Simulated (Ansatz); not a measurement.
Fields on a plane of MgH2 (rutile)

```
CELL_PARAMETERS angstrom
      4.48439     0.00000     0.00000
      0.00000     4.48439     0.00000
      0.00000     0.00000     2.99668
ATOMIC_POSITIONS crystal
  Mg 0.00000 0.00000 0.00000
  Mg 0.50000 0.50000 0.50000
  H  0.30469 0.30469 0.00000
  H  0.80469 0.19531 0.50000
  H  0.19531 0.80469 0.50000
  H  0.69531 0.69531 0.00000
```

The slice is a (-1 1 0) plane (indices of the conventional cell) through the point (0.000, 0.000, 0.000) (fractional), spanned by u = [001] and v = [110] in vectors of this cell: u (3.00 Å) and v (6.34 Å, at 90° to u). It covers one period; positions are fractions (u, v).

Atoms on it: Mg at (0.00, 0.00); Mg at (0.50, 0.50); H at (0.00, 0.30); H at (0.00, 0.70).

Computed with r2SCAN (plane waves to 500 eV, PAW, scalar-relativistic; Ansatz, a quantum-chemistry and plane-wave program). k mesh 8×8×11. Near the nuclei the fields are pseudised (PAW); where an atom keeps semicore shells as valence, they peak there. MgH2 was relaxed with its symmetry unable to fall.

```tsv
v \ u	0.00	0.13	0.27	0.40	0.53	0.67	0.80	0.93
0.94	1.0	0.4	-0.8	-1.0	-1.0	-1.0	-0.3	0.8
0.84	-0.7	-0.8	-1.1	-1.2	-1.3	-1.2	-1.0	-0.7
0.75	-0.1	-0.3	-0.8	-1.2	-1.3	-1.0	-0.5	-0.1
0.66	0.1	-0.2	-0.7	-1.0	-1.0	-0.9	-0.4	0.0
0.56	-0.6	-0.7	-0.6	0.7	0.9	0.1	-0.7	-0.7
0.47	-0.8	-0.8	-0.4	1.1	1.3	0.5	-0.8	-0.8
0.38	-0.2	-0.4	-0.7	-0.7	-0.7	-0.8	-0.5	-0.2
0.28	0.2	-0.2	-0.7	-1.1	-1.2	-0.9	-0.4	0.1
0.19	-0.6	-0.7	-1.0	-1.3	-1.3	-1.1	-0.8	-0.6
0.09	0.3	-0.3	-1.0	-1.1	-1.1	-1.1	-0.8	0.1
0.00	1.5	1.0	-0.6	-0.9	-0.9	-0.9	0.2	1.4
```

Values: log₁₀ of the valence density in e/Å³. The scale is logarithmic, as a density can span decades between atoms and voids.

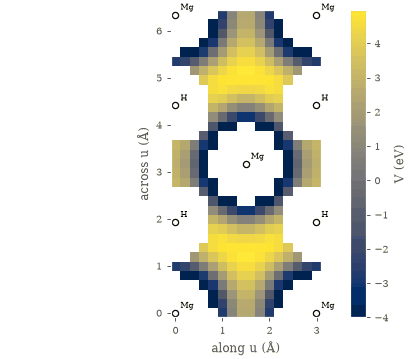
Electrostatic potential energy of an electron, from the cell's mean, in eV, one period of the plane, atoms marked. Points within 0.8 Å of a nucleus are left white, as the pseudised field means little there. Values under -4 eV are set to -4. The zero, the cell's mean, hangs on the PAW cores.

- Density on the Mg–H line (1.93 Å) at its density minimum, 0.9 Å from Mg = 0.19 e/Å³
- ELF at that point = 0.1
- Character of the Mg–H contact (rough rule: ELF there above 0.7 covalent, below 0.2 ionic, polar between) = closed-shell (ionic)
